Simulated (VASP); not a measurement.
Band structure of CoGa (CsCl type). Calculation: PBE GGA with D3 dispersion (Becke-Johnson damping), VASP's PBE PAW potentials (set 64) (plane waves; VASP).

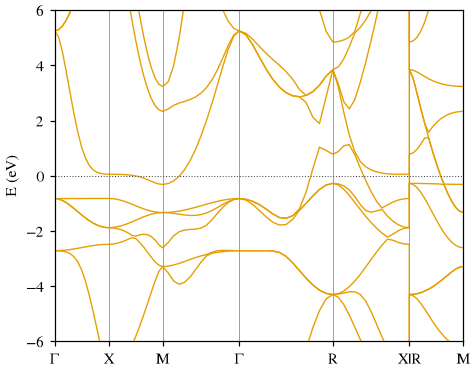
Figure. Bands along high-symmetry lines, zero at the valence-band maximum or, without a gap, the Fermi level

Question: Read the plot: is there a gap, and where are the band edges?

Answer: It has no gap at this level: it comes out as a metal or semimetal. (Edges off the drawn lines would not show.)

The compound is CoGa in the CsCl type structure. It was relaxed first. The run is not spin-polarised, so no magnetic state was tried.
